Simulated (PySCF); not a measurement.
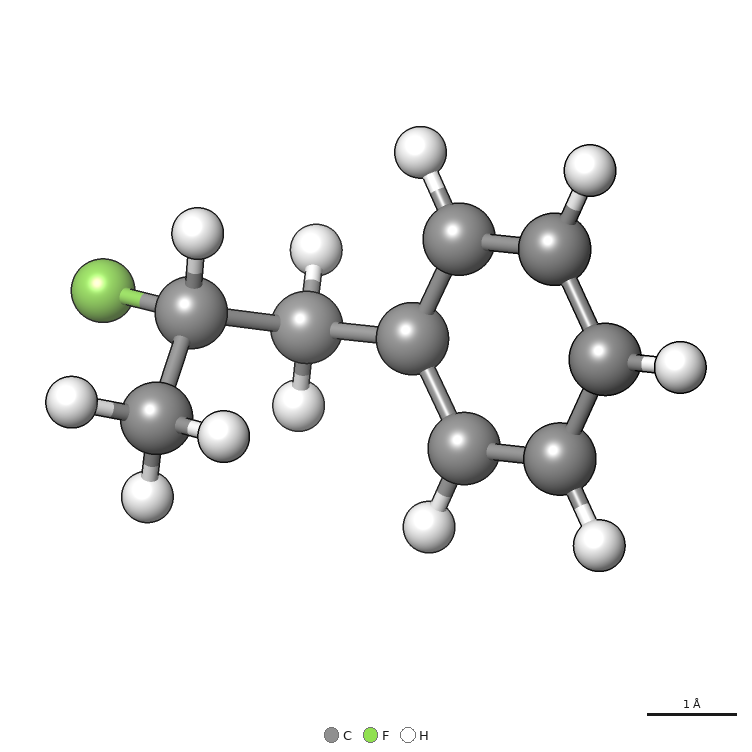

Ball-and-stick drawing of a structure.

The computed structure is the end point of a PBE0-D3(BJ)/def2-SVP optimisation. No frequency run is at hand to confirm it as a minimum.

What does the picture show?

The molecule is C9H11F. SMILES: `C[C@H](F)Cc1ccccc1`. Independent rings (smallest set): 1 of 6 members, 1 of them aromatic. Among its groups: C–F bond. The point group is C1. Coordination: 3 C tetrahedral; 6 C trigonal planar.

The parts below concern this one geometry. Atoms keep their numbers from picture to picture.

Geometry

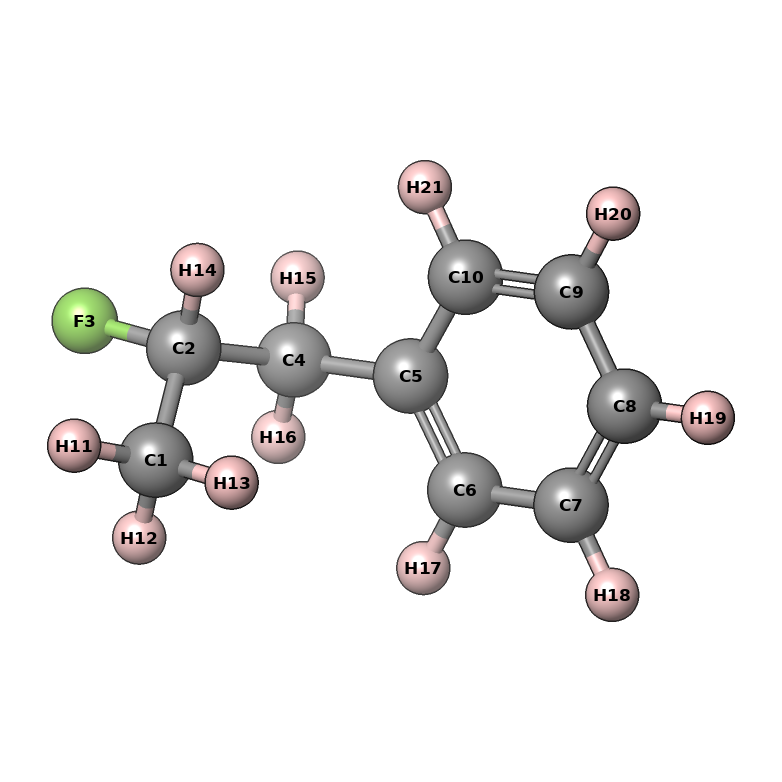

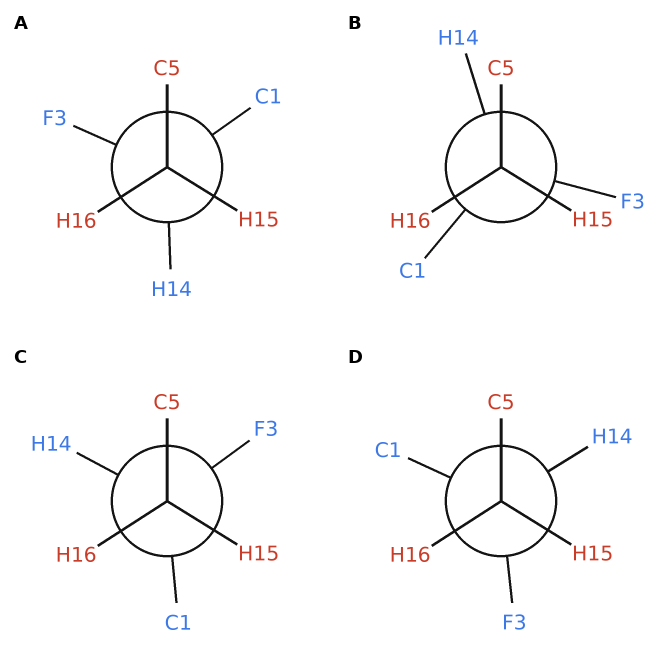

Depth is shown by fading: the farther an atom, the more it takes the colour of the background. Bonds that would overlap in a projection are set slightly apart. No frequency run is at hand to confirm it as a minimum.

Question: Which Newman projection shows the view along C4–C2, with C4 in front?

Answer: D. The torsion angle C5–C4–C2–F3 is 174°, antiperiplanar (anti).

NMR shielding

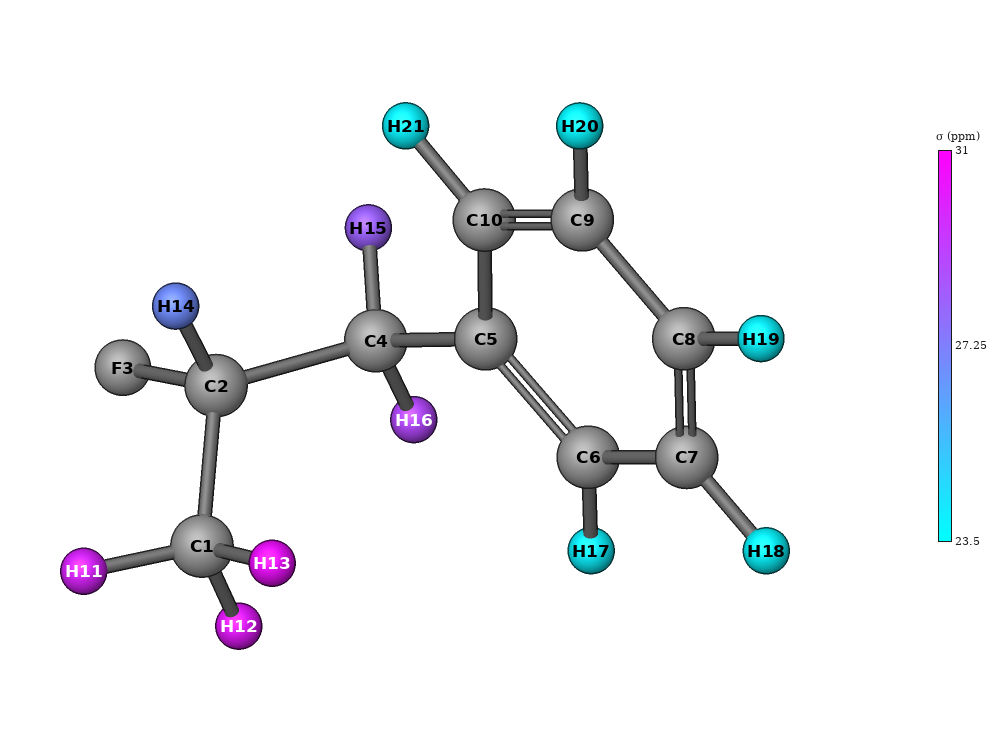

Atoms are coloured by their isotropic NMR shieldings (H only, the others grey). No frequency run is at hand to confirm it as a minimum. Properties computed with GIAO ωB97X-D/pcSseg-1 NMR shielding, non-relativistic, IEF-PCM chloroform (PySCF 2.14.0).

Give the isotropic NMR shieldings of the H atoms atom by atom.

```tsv
atom	σ (ppm)
H11	29.92
H12	30.26
H13	30.51
H14	26.82
H15	28.12
H16	28.85
H17	23.90
H18	23.77
H19	23.84
H20	23.74
H21	23.84
```

Ring current

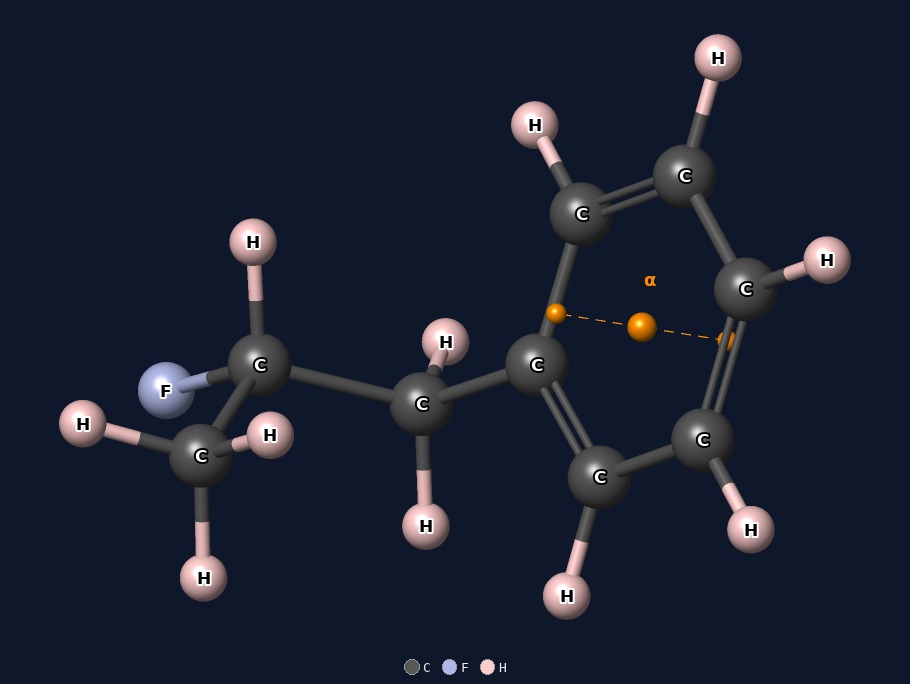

The small points mark where nucleus-independent chemical shifts (NICS) were computed: at the centre of each lettered ring and 1 Å above and below it. No frequency run is at hand to confirm it as a minimum. Level of theory: GIAO ωB97X-D/pcSseg-1 NMR shielding, non-relativistic, IEF-PCM chloroform (PySCF 2.14.0).

Give NICS(0), NICS(1) and the out-of-plane component NICS(1)zz for each ring (means of the two sides).

```
ring  members  NICS(0)  NICS(1)  NICS(1)zz
   α       C6     −8.5    −11.4      −28.8
```

Values in ppm.

Question: What do the values say about the ring currents?

Answer: Ring α: diatropic, as in an aromatic ring. NICS is one index among several.

Electronic properties

No frequency run is at hand to confirm it as a minimum. Method: ωB97X-D/pcSseg-1 in chloroform (IEF-PCM) (PySCF 2.14.0).

Computed properties:

- dipole moment: 2.03 D
- HOMO energy (Kohn–Sham orbital): −8.93 eV
- LUMO energy (Kohn–Sham orbital): 1.39 eV
- HOMO–LUMO gap: 10.32 eV

Charges

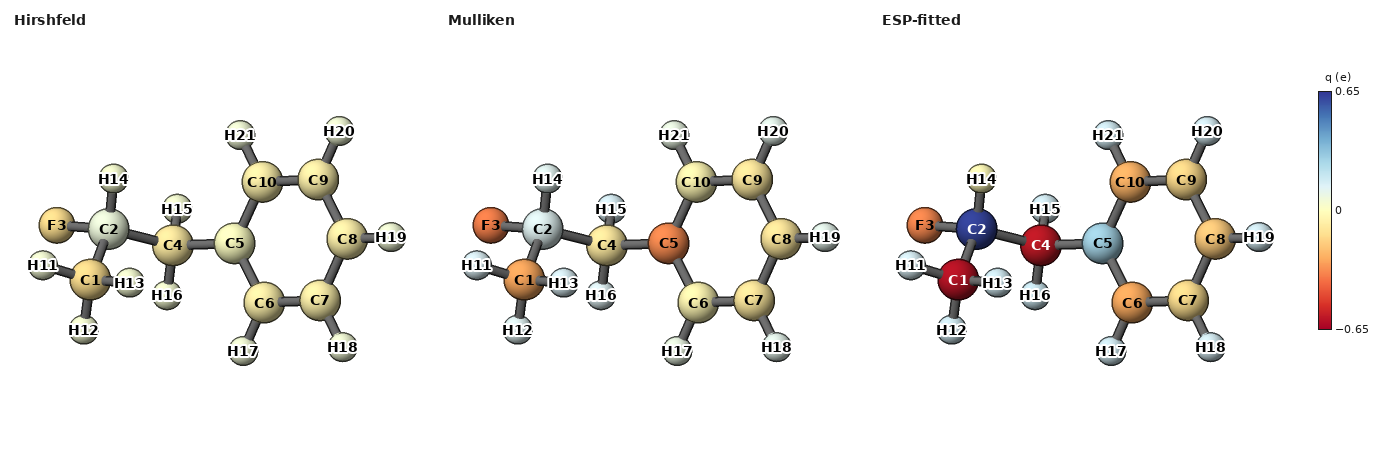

Atomic charges of one calculation by 3 schemes, on one colour scale. No frequency run is at hand to confirm it as a minimum. Level of theory: PBE0/pcSseg-1 in benzene (IEF-PCM) (PySCF 2.14.0).

Question: Which scheme gives the most polar picture (largest mean size of the charges)?

Answer: The ESP-fitted charges are the largest in size here, and the Hirshfeld charges the smallest.

Question: On which atom do the schemes disagree most?

Answer: On C5 (from −0.33 to 0.27 e).

List the charges (e), one line for each set of equivalent atoms.

```tsv
atom	Hirshfeld	Mulliken	ESP-fitted
C1	−0.13	−0.27	−0.59
C2	0.07	0.12	0.62
F3	−0.13	−0.35	−0.33
C4	−0.08	−0.08	−0.57
C5	0.01	−0.33	0.27
C6	−0.05	−0.03	−0.26
C7	−0.05	−0.09	−0.13
C8	−0.05	−0.09	−0.18
C9	−0.05	−0.09	−0.14
C10	−0.05	−0.03	−0.24
H11	0.05	0.13	0.15
H12	0.04	0.12	0.16
H13	0.04	0.14	0.16
H14	0.04	0.11	−0.02
H15	0.05	0.14	0.16
H16	0.04	0.12	0.17
H17	0.05	0.08	0.16
H18	0.05	0.10	0.15
H19	0.05	0.10	0.15
H20	0.05	0.10	0.15
H21	0.05	0.08	0.16
```

Mulliken values depend strongly on the basis set and can even reverse the polarity of a bond.
